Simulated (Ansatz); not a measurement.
**What Tl → Re does to KTlSe2**

Consider KTlSe2 (space group I4/mcm, No. 140; a = 8.0224 Å, c = 7.0525 Å; a cell from a computed database, its experimental status unchecked).

Now apply this change: full substitution Tl → Re, then cell and atoms are relaxed.

All numbers come from Ansatz (a program for electronic structure) PBEsol, no spin-orbit coupling. Settings: 10×10×10 k-points, 0.05 eV Fermi–Dirac smearing, for the changed cell.

```json
{
 "volume_per_atom": "23.92 Å³ (base 28.37 Å³)",
 "density": "6.65 g/cm³ (base 5.87 g/cm³)",
 "c/a ratio": "0.753 (base 0.879)",
 "space_group": "I4/mcm (No. 140) (base I4/mcm (No. 140))",
 "shortest_interatomic_distance": "2.401 Å (base 2.690 Å)",
 "band_gap": "zero (base 1.06 eV)"
}
```

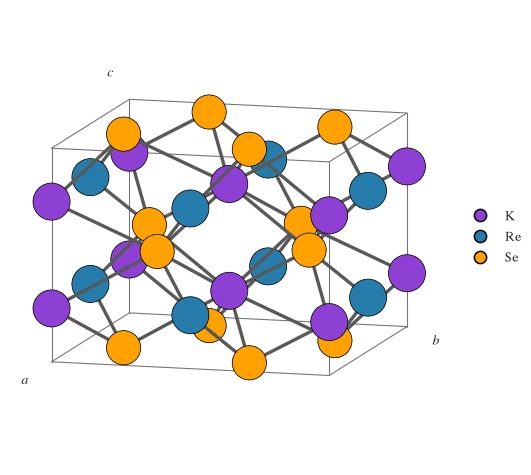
The relaxed conventional cell after the change

With Tl present, leaving out spin-orbit coupling can change the band edges. Whether these cells are dynamically stable was not tested. As relaxed here, KReSe2 is a hypothetical phase, not in the database extracts checked. The final runs are not spin-polarised. KReSe2 has a high density of states at the Fermi level and may be magnetic at this level.
